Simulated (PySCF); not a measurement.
Molecule: CH₃Se, SMILES C[Se], doublet. Atoms near the plane z = 1.5 Å, at the B3LYP/def2-SVP optimised geometry (x, y, z in Å): C1 (-0.2, -0.6, 0.0), Se2 (-0.9, 1.2, 0.0), H4 (-0.5, -1.1, 0.9), H5 (0.9, -0.6, 0.0).

Method: unrestricted B3LYP/def2-TZVP (PySCF). The values are rescaled to run from 0 to 1.

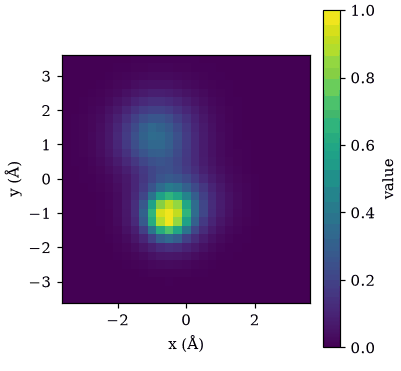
Figure. a field on the plane z = 1.5 Å.

Task: Which quantity is mapped?
(A) log10 of the electron density
(B) Laplacian of the electron density
(C) an orbital amplitude
(D) deformation density (molecule minus spherical neutral atoms)

Result: B, Laplacian of the electron density. In full: Laplacian of the electron density (e/bohr⁵).
